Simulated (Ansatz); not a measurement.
Run report: Ge₂H₅BrOF₂, nudged elastic band (part 1 of 2)

Ge₂H₅BrOF₂, computed with RKS PBE/def2-SVP (Ansatz 0.2.0).

It belongs to a series of runs on one base structure; here: band between the two ends. Figures and captions count atoms from 1; the log counts them from 0 in places.

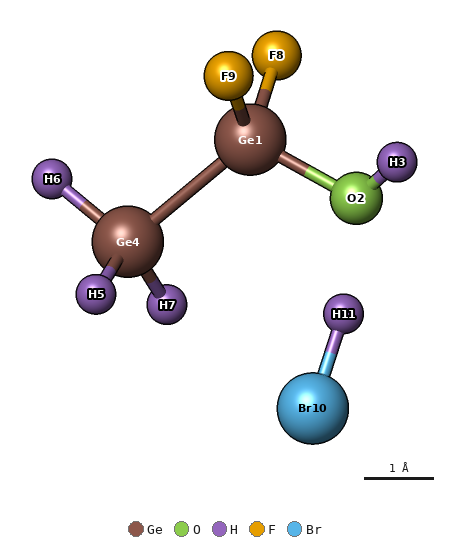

Figure 1. The structure as given in the input (ball-and-stick view, seen at a tilt; atoms are numbered from 1 in the order of the input). Sticks mark near contacts. Bond lengths as drawn: Br–H 1.47 Å, F–Ge 1.75 Å, Ge–Ge 2.44 Å, Ge–H 1.54 to 1.55 Å, Ge–O 1.81 Å and H–O 0.98 Å.

## Key numbers

```tsv
quantity	value
outcome	converged
barrier, forward	0.224 eV
barrier, backward	0.715 eV
hardware	4 threads of Arm Neoverse V1, 24 GiB of memory available, shared host
wall time	6.5 min (CPU time 25 min)
peak memory	0.3 GiB
```

## Notes

The order of the saddle point was not checked.

## Input
```yaml
crystal:
  periodic: [false, false, false]
  atoms:
    - { symbol: Ge, position_ang: [-0.041631, 0.198122, -0.072265] }
    - { symbol: O, position_ang: [-0.208685, -0.373046, 1.63544] }
    - { symbol: H, position_ang: [-1.134969, -0.596248, 1.858971] }
    - { symbol: Ge, position_ang: [2.231761, 0.008961, -0.930291] }
    - { symbol: H, position_ang: [2.504118, -1.483982, -1.19055] }
    - { symbol: H, position_ang: [2.249048, 0.833171, -2.238343] }
    - { symbol: H, position_ang: [3.171077, 0.61338, 0.131197] }
    - { symbol: F, position_ang: [-0.665931, 1.836287, -0.090123] }
    - { symbol: F, position_ang: [-1.258308, -0.700451, -0.961359] }
    - { symbol: Br, position_ang: [2.231307, -2.328902, 2.309767] }
    - { symbol: H, position_ang: [1.042712, -1.471893, 2.144855] }
basis:
  gaussian: { orbitals: def2-SVP }
hamiltonian:
  xc: pbe
neb:
  order_check: false
  images: 7
  f_tol: 0.05
  max_iterations: 60
  final_atoms:
    - { symbol: Ge, position_ang: [0.07738559, -1.05386029, -0.15266827] }
    - { symbol: O, position_ang: [0.98598807, 0.63372315, 1.90046114] }
    - { symbol: H, position_ang: [0.04939474, 0.89581978, 1.77547389] }
    - { symbol: Ge, position_ang: [2.15722149, 0.00633383, -0.85734784] }
    - { symbol: H, position_ang: [2.4965215, -0.53087636, -2.27215874] }
    - { symbol: H, position_ang: [1.90205483, 1.52766608, -0.89589984] }
    - { symbol: H, position_ang: [3.24919119, -0.38647172, 0.15661062] }
    - { symbol: F, position_ang: [-1.19332713, 0.07349172, 0.35825715] }
    - { symbol: F, position_ang: [-0.73257743, -1.85764133, -1.48819529] }
    - { symbol: Br, position_ang: [0.20397688, -2.68479474, 1.51505634] }
    - { symbol: H, position_ang: [0.92466926, -0.08799113, 2.55770984] }
  initial_path:
    images:
      - { positions_ang: [[-0.041631, 0.198122, -0.072265], [-0.208685, -0.373046, 1.63544], [-1.134969, -0.596248, 1.858971], [2.231761, 0.008961, -0.930291], [2.504118, -1.483982, -1.19055], [2.249048, 0.833171, -2.238343], [3.171077, 0.61338, 0.131197], [-0.665931, 1.836287, -0.090123], [-1.258308, -0.700451, -0.961359], [2.231307, -2.328902, 2.309767], [1.042712, -1.471893, 2.144855]] }
      - { positions_ang: [[-0.02903725, 0.1573163, -0.05026193], [-0.15669439, -0.30163901, 1.75962863], [-1.08075167, -0.53870599, 2.0066413], [2.24253605, 0.01351168, -0.89149458], [2.55973277, -1.47106436, -1.15209594], [2.27828359, 0.83472823, -2.20176773], [3.17768339, 0.6273845, 0.17141222], [-0.6863265, 1.74077255, -0.18407878], [-1.14676789, -0.84589473, -0.87711549], [2.014303, -2.29254662, 1.91893198], [0.9475379, -1.38846354, 2.09749933]] }
      - { positions_ang: [[-0.0164435, 0.1165106, -0.02825886], [-0.10470379, -0.23023202, 1.88381726], [-1.02653434, -0.48116398, 2.1543116], [2.2533111, 0.01806236, -0.85269816], [2.61534755, -1.45814672, -1.11364188], [2.30751918, 0.83628546, -2.16519247], [3.18428977, 0.64138899, 0.21162743], [-0.70672199, 1.64525811, -0.27803455], [-1.03522779, -0.99133846, -0.79287198], [1.79729899, -2.25619124, 1.52809695], [0.85236381, -1.30503409, 2.05014366]] }
      - { positions_ang: [[-0.00384975, 0.07570489, -0.00625579], [-0.05271318, -0.15882503, 2.00800589], [-0.97231702, -0.42362198, 2.30198189], [2.26408616, 0.02261304, -0.81390174], [2.67096232, -1.44522909, -1.07518782], [2.33675476, 0.83784269, -2.1286172], [3.19089616, 0.65539349, 0.25184265], [-0.72711749, 1.54974366, -0.37199033], [-0.92368768, -1.13678219, -0.70862848], [1.58029499, -2.21983586, 1.13726193], [0.75718971, -1.22160463, 2.00278799]] }
      - { positions_ang: [[0.008744, 0.03489919, 0.01574728], [-0.00072257, -0.08741804, 2.13219451], [-0.91809969, -0.36607997, 2.44965219], [2.27486121, 0.02716372, -0.77510532], [2.7265771, -1.43231145, -1.03673375], [2.36599035, 0.83939992, -2.09204193], [3.19750255, 0.66939799, 0.29205786], [-0.74751298, 1.45422921, -0.4659461], [-0.81214757, -1.28222593, -0.62438497], [1.36329099, -2.18348048, 0.7464269], [0.66201562, -1.13817517, 1.95543232]] }
      - { positions_ang: [[0.0259044, -0.23729068, -0.02635661], [0.24595509, 0.09286726, 2.07426117], [-0.67622608, -0.05060503, 2.28110762], [2.24545128, 0.02195625, -0.79566595], [2.6690632, -1.20695268, -1.34559], [2.25000647, 1.01146646, -1.79300641], [3.21042471, 0.40543056, 0.25819605], [-0.85896652, 1.10904484, -0.25989529], [-0.79225504, -1.42607978, -0.84033755], [1.07346246, -2.30880904, 0.93858426], [0.72767903, -0.87562916, 2.1060017]] }
      - { positions_ang: [[0.0430648, -0.50948055, -0.0684605], [0.49263275, 0.27315256, 2.01632783], [-0.43435247, 0.26486991, 2.11256304], [2.21604135, 0.01674878, -0.81622658], [2.6115493, -0.98159391, -1.65444625], [2.13402259, 1.183533, -1.49397088], [3.22334687, 0.14146314, 0.22433424], [-0.97042006, 0.76386047, -0.05384448], [-0.7723625, -1.56993363, -1.05629013], [0.78363393, -2.43413761, 1.13074162], [0.79334244, -0.61308315, 2.25657108]] }
      - { positions_ang: [[0.0602252, -0.78167042, -0.11056438], [0.73931041, 0.45343785, 1.95839449], [-0.19247886, 0.58034484, 1.94401847], [2.18663142, 0.0115413, -0.83678721], [2.5540354, -0.75623513, -1.96330249], [2.01803871, 1.35559954, -1.19493536], [3.23626903, -0.12250429, 0.19047243], [-1.0818736, 0.4186761, 0.15220633], [-0.75246997, -1.71378748, -1.27224271], [0.49380541, -2.55946618, 1.32289898], [0.85900585, -0.35053714, 2.40714046]] }
      - { positions_ang: [[0.07738559, -1.05386029, -0.15266827], [0.98598807, 0.63372315, 1.90046114], [0.04939474, 0.89581978, 1.77547389], [2.15722149, 0.00633383, -0.85734784], [2.4965215, -0.53087636, -2.27215874], [1.90205483, 1.52766608, -0.89589984], [3.24919119, -0.38647172, 0.15661062], [-1.19332713, 0.07349172, 0.35825715], [-0.73257743, -1.85764133, -1.48819529], [0.20397688, -2.68479474, 1.51505634], [0.92466926, -0.08799113, 2.55770984]] }
```

Launch command:
```bash
ansatz run input.yaml --threads 4 --pin off --max-ram 5120MiB --backend cpu --events-out ev --progress --plain --runs-dir out
```

## Output
```
Engine: ansatz 0.2.0, aarch64-unknown-linux-gnu
Functional definition: PBE
  parameter kappa = 0.804
  parameter beta = 0.06672455060314922
  exchange = pbe_x(kappa = kappa, mu = beta*pi^2/3)
  correlation = pbe_c(beta = beta)
1776 factors; their error is unknown
mean field evaluation 1: about -190576.2484 eV, gradient 7.4e1 eV
mean field evaluation 2: about -190532.4834 eV, gradient 1.7e2 eV
mean field evaluation 4: about -190584.2362 eV, gradient 1.6e1 eV
mean field evaluation 8: about -190584.6748 eV, gradient 2.9e-1 eV
mean field evaluation 16: about -190584.5335 eV, gradient 5.5e-4 eV
mean field -190584.53349285 eV, -7003.8524230257 hartree, gradient 5.7e-5 eV, S^2 0.000000; 0 other end points of the search recorded, 0 dependent functions left out
the calculation of the forces begins
reference -190584.53353376 eV, -7003.8524245292 hartree; 65, 65 occupied and 98, 98 virtual orbitals, 1776 factors
1776 factors; their error is unknown
mean field evaluation 32: about -190585.0244 eV, gradient 2.1e-2 eV
mean field -190585.02438243 eV, -7003.8704628849 hartree, gradient 3.8e-5 eV, S^2 0.000000; 0 other end points of the search recorded, 0 dependent functions left out
[... from here on the field's lines of each further geometry are left out, up to the last ...]
NEB iter   1: max|band force component| = 5.649e0 eV/Å  barrier→ = 2.0722 eV  barrier← = 2.5631 eV  Δτ_max = 0.2000 Å  (259 SCF iters)
NEB iter   2: max|band force component| = 2.191e0 eV/Å  barrier→ = 1.1713 eV  barrier← = 1.6622 eV  Δτ_max = 0.1999 Å  (238 SCF iters)
NEB iter   3: max|band force component| = 1.349e0 eV/Å  barrier→ = 0.6110 eV  barrier← = 1.1019 eV  Δτ_max = 0.2000 Å  (224 SCF iters)
NEB iter   4: max|band force component| = 1.049e0 eV/Å  barrier→ = 0.3284 eV  barrier← = 0.8193 eV  Δτ_max = 0.2000 Å  (221 SCF iters)
NEB iter   5: max|band force component| = 6.672e-1 eV/Å  barrier→ = 0.3444 eV  barrier← = 0.8353 eV  Δτ_max = 0.1987 Å  (219 SCF iters)
NEB iter   6: max|band force component| = 7.741e-1 eV/Å  barrier→ = 0.3216 eV  barrier← = 0.8125 eV  Δτ_max = 0.1005 Å  (208 SCF iters)
NEB iter   7: max|band force component| = 2.985e-1 eV/Å  barrier→ = 0.2982 eV  barrier← = 0.7891 eV  CI = image 3  Δτ_max = 0.1600 Å  (202 SCF iters)
NEB iter   8: max|band force component| = 5.364e-1 eV/Å  barrier→ = 0.2701 eV  barrier← = 0.7610 eV  CI = image 3  Δτ_max = 0.0812 Å  (199 SCF iters)
NEB iter   9: max|band force component| = 3.279e-1 eV/Å  barrier→ = 0.2507 eV  barrier← = 0.7416 eV  CI = image 3  Δτ_max = 0.1581 Å  (195 SCF iters)
NEB iter  10: max|band force component| = 3.087e-1 eV/Å  barrier→ = 0.2336 eV  barrier← = 0.7245 eV  CI = image 3  Δτ_max = 0.1638 Å  (200 SCF iters)
NEB iter  11: max|band force component| = 3.255e-1 eV/Å  barrier→ = 0.2308 eV  barrier← = 0.7217 eV  CI = image 3  Δτ_max = 0.0809 Å  (200 SCF iters)
NEB iter  12: max|band force component| = 2.740e-1 eV/Å  barrier→ = 0.2260 eV  barrier← = 0.7169 eV  CI = image 3  Δτ_max = 0.0806 Å  (199 SCF iters)
NEB iter  13: max|band force component| = 1.357e-1 eV/Å  barrier→ = 0.2252 eV  barrier← = 0.7161 eV  CI = image 3  Δτ_max = 0.0551 Å  (194 SCF iters)
NEB iter  14: max|band force component| = 1.092e-1 eV/Å  barrier→ = 0.2245 eV  barrier← = 0.7154 eV  CI = image 3  Δτ_max = 0.1636 Å  (193 SCF iters)
NEB iter  15: max|band force component| = 3.457e-1 eV/Å  barrier→ = 0.2243 eV  barrier← = 0.7152 eV  CI = image 3  Δτ_max = 0.0796 Å  (197 SCF iters)
NEB iter  16: max|band force component| = 1.374e-1 eV/Å  barrier→ = 0.2242 eV  barrier← = 0.7151 eV  CI = image 3  Δτ_max = 0.0215 Å  (198 SCF iters)
NEB iter  17: max|band force component| = 8.132e-2 eV/Å  barrier→ = 0.2242 eV  barrier← = 0.7151 eV  CI = image 3  Δτ_max = 0.1615 Å  (188 SCF iters)
NEB iter  18: max|band force component| = 2.494e-1 eV/Å  barrier→ = 0.2242 eV  barrier← = 0.7151 eV  CI = image 3  Δτ_max = 0.0741 Å  (182 SCF iters)
NEB iter  19: max|band force component| = 8.473e-2 eV/Å  barrier→ = 0.2242 eV  barrier← = 0.7151 eV  CI = image 3  Δτ_max = 0.0804 Å  (183 SCF iters)
NEB iter  20: max|band force component| = 1.200e-1 eV/Å  barrier→ = 0.2242 eV  barrier← = 0.7151 eV  CI = image 3  Δτ_max = 0.0285 Å  (177 SCF iters)
the calculation of the forces begins
reference -190584.98414775 eV, -7003.8689842879 hartree; 65, 65 occupied and 98, 98 virtual orbitals, 1776 factors
1776 factors; their error is unknown
mean field evaluation 1184: about -190584.3093 eV, gradient 4.8e-2 eV
mean field -190584.30928719 eV, -7003.8441836195 hartree, gradient 3.6e-5 eV, S^2 0.000000; 1 other end points of the search recorded, 0 dependent functions left out
the calculation of the forces begins
reference -190584.30932650 eV, -7003.8441850641 hartree; 65, 65 occupied and 98, 98 virtual orbitals, 1776 factors
NEB iter  21: max|band force component| = 4.161e-2 eV/Å  barrier→ = 0.2242 eV  barrier← = 0.7151 eV  CI = image 3  Δτ_max = 0.0000 Å  (382 SCF iters)
```
